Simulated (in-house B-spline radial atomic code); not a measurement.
RPA and GW calculation, with input and output: Rb

Rb, configuration [Kr] 5s1. Computed at this level: RPA, second-order and SOSEX correlation energies and G0W0 (contour deformation) on a scalar-relativistic (spin-free one-electron X2C) mean field, all electrons, B-spline basis (in-house B-spline radial atomic code).

Input:
```
Z = 37
electrons = 37.0
configuration = [Kr] 5s1
hamiltonian = x2c
method = pbeh
lmax = 9
exact_exchange_fraction = 0.0
rms_radius = 4.2036
spin_polarised = True
box_radius = 40.0
intervals = 73
ion_configuration = [Ar] 3d10 4s2 4p6
```

The run was one of a batch that the task file lists, launched with:
```bash
python <driver script> task.json out
```

The program writes its results to a structured record and prints no log; tables and figures of this report are taken from that record.

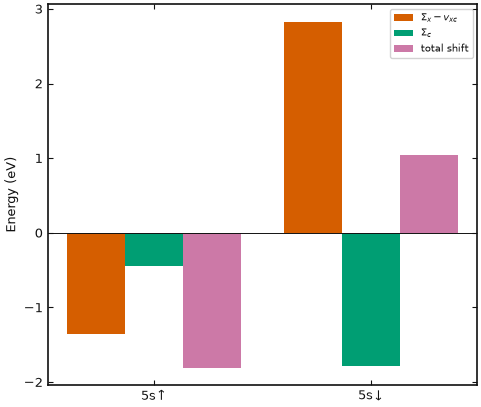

Parts of the G₀W₀ correction to each level for neutral rubidium ([Kr] 5s). All-electron spherical atom, scalar X2C, PBE start, no spin-orbit coupling, Breit or QED terms; computed with a B-spline radial code. The quasi-particle equation is solved at full frequency; levels of low quasi-particle weight Z are left out. Σ columns are in eV, and Σc holds an estimate for the angular momenta beyond the basis. G₀W₀ moves the highest occupied level, 5s↑, from −2.44 to −4.24 eV (renormalisation factor Z = 0.60); the measured removal energy is 4.18 eV, so the error is +0.07 eV. The empty level 5s↓ goes from −1.58 to −0.53 eV.

```csv
Level,Mean field (eV),Σx − vxc (eV),Σc (eV),Z,G₀W₀ (eV)
5s↑,−2.44,−1.36,−0.45,0.60,−4.24
5s↓,−1.58,2.83,−1.78,0.71,−0.53
```

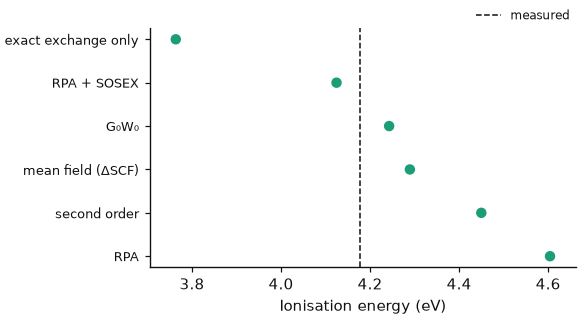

Ionisation energy of Rb ([Kr] 5s → [Ar] 3d¹⁰ 4s² 4p⁶). Differences of total energies, each species on its own start, beside the G₀W₀ level.

| Method | Ionisation energy (eV) |
| --- | --- |
| mean field (ΔSCF) | 4.289 |
| exact exchange only | 3.764 |
| second order | 4.450 |
| RPA | 4.604 |
| RPA + SOSEX | 4.125 |
| G₀W₀ | 4.243 |

The values run from 3.764 eV (exact exchange only) to 4.604 eV (RPA). The measured value is 4.177 eV; nearest to it come RPA + SOSEX (−0.053) and G₀W₀ (+0.066), furthest RPA (+0.427 eV).

Results in brief:

- outcome: converged
- mean-field total energy: −2980.66110 hartree
- total energy with exact exchange alone: −2979.12595 hartree
- exact exchange energy: −99.66210 hartree
- RPA correlation, extrapolated in the angular momentum of the empty orbitals: −2.70232 hartree
- RPA correlation, as summed: −2.66921 hartree
- direct second-order term: −3.12797 hartree
- second-order exchange term: 0.90773 hartree
- SOSEX term: 0.82987 hartree
- hardware: 1 CPU thread, shared host
- wall time: 13 s

Notes:

Caveats: spin-orbit coupling, Breit and QED terms are absent.
